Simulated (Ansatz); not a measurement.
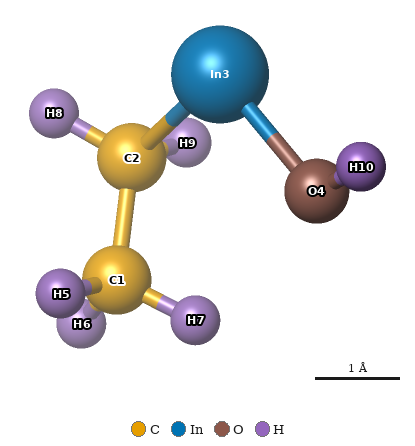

**Figure 1.** The structure (ball-and-stick view, seen at a tilt; atoms are numbered from 1 in the order of the input). Sticks mark near contacts.

**C2H6InO: one change and its effect**

System: C2H6InO, multiplicity 2.
Method of run A: UKS SPW92 (LDA)/def2-TZVPP (Ansatz 0.2.0).

The geometry comes from this level: PBE0-D4/def2-TZVP. Text and figures count atoms from 1; the logs count them from 0 in places.

**Input file, run A**
```yaml
crystal:
  periodic: [false, false, false]
  atoms:
    - {symbol: C, position_ang: [-1.129268, 0.452562, -0.018925]}
    - {symbol: C, position_ang: [-0.417073, -0.549121, 0.865814]}
    - {symbol: In, position_ang: [1.519170, -1.160860, -0.089369]}
    - {symbol: O, position_ang: [2.131038, 0.401650, -1.212916]}
    - {symbol: H, position_ang: [-1.452156, 0.007665, -0.963119]}
    - {symbol: H, position_ang: [-2.027706, 0.838696, 0.478215]}
    - {symbol: H, position_ang: [-0.494422, 1.306049, -0.264613]}
    - {symbol: H, position_ang: [-0.990741, -1.456422, 1.054426]}
    - {symbol: H, position_ang: [-0.103619, -0.127026, 1.823854]}
    - {symbol: H, position_ang: [2.964786, 0.286807, -1.673367]}
basis:
  gaussian: {orbitals: def2-TZVPP}
magnetization: {spin_polarized: true, initial_magnetization: 1}
hamiltonian: {xc: lda}
output: {orbitals: {seedname: orbitals}}
```

Hardware: 4 CPU threads, shared host.

**Output (run A)**
```
Functional definition: SPW92
  exchange = slater_x
  correlation = pw_c
1253 factors; their error is unknown
mean field evaluation 1: about -9325.0176 eV, gradient 7.7e1 eV
mean field evaluation 2: about -9107.8773 eV, gradient 1.9e2 eV
mean field evaluation 4: about -9340.5683 eV, gradient 4.8e1 eV
mean field evaluation 8: about -9350.3357 eV, gradient 4.1e-1 eV
mean field evaluation 16: about -9350.3180 eV, gradient 1.7e-3 eV
mean field -9350.31802330 eV, -343.6178494830 hartree, gradient 5.8e-6 eV, S^2 0.751801; 0 other end points of the search recorded, 0 dependent functions left out
reference -9350.31807375 eV, -343.6178513370 hartree; 24, 23 occupied and 203, 204 virtual orbitals, 1253 factors
Total energy: -9350.31807375 eV, -343.6178513370 hartree
```

The input of run B differs as follows (lines with − go, lines with + come):
```diff
-hamiltonian: {xc: lda}
+hamiltonian: {xc: {name: B97M-V}}
```

What does this change do to the results?

The total energies belong to different methods, so their difference says nothing on which is more stable or more accurate. The LUMO goes from −3.86 to −3.67 eV.

**Output (run B)**
```
Functional definition: B97M-V
  parameter cx00 = 1.000
  parameter cx01 = 1.308
  parameter cx02 = 1.901
  parameter cx10 = 0.416
  parameter cx11 = 3.070
  parameter css00 = 1.000
  parameter css02 = -1.855
  parameter css10 = -5.668
  parameter css32 = -20.497
  parameter css42 = -20.364
  parameter cos00 = 1.000
  parameter cos01 = 1.573
  parameter cos03 = -6.298
  parameter cos10 = 2.535
  parameter cos32 = -6.427
  parameter b = 6.0
  parameter c = 0.01
  gx(w, u) = cx00 + cx01*u + cx02*u^2 + (cx10 + cx11*u)*w
  gss(w, u) = css00 + css02*u^2 + css10*w + (css32*w^3 + css42*w^4)*u^2
  gos(w, u) = cos00 + cos01*u + cos03*u^3 + cos10*w + cos32*w^3*u^2
  exchange = spin_sum(e_x_unif_s*gx(b97_w, b97_u_x))
  correlation = spin_sum(e_c_pw_mod_same_spin*gss(b97_w, b97_u_same))
      + integral(e_c_pw_mod_opposite_spin*gos(b97_w_opposite, b97_u_opposite)) + vv10(b, c)
1253 factors; their error is unknown
mean field evaluation 1: about -9374.3076 eV, gradient 6.6e1 eV
mean field evaluation 2: about -9221.3886 eV, gradient 1.6e2 eV
mean field evaluation 4: about -9391.4554 eV, gradient 2.2e1 eV
mean field evaluation 8: about -9393.8145 eV, gradient 2.5e-1 eV
mean field evaluation 16: about -9393.7976 eV, gradient 3.7e-3 eV
mean field -9393.79759511 eV, -345.2156942754 hartree, gradient 5.8e-5 eV, S^2 0.753667; 0 other end points of the search recorded, 0 dependent functions left out
reference -9393.79767557 eV, -345.2156972323 hartree; 24, 23 occupied and 203, 204 virtual orbitals, 1253 factors
Total energy: -9393.79767557 eV, -345.2156972323 hartree
```

**The two runs side by side**

| quantity | run A | run B |
| --- | --- | --- |
| outcome | converged | converged |
| total energy (hartree) | −343.617851 | −345.215697 |
| HOMO (eV) | −4.53 | −4.50 |
| LUMO (eV) | −3.86 | −3.67 |
| ⟨S²⟩ | 0.752 | 0.754 |
| basis functions | 227 | 227 |
| wall time (shared host) | 2.1 s | 11 s |
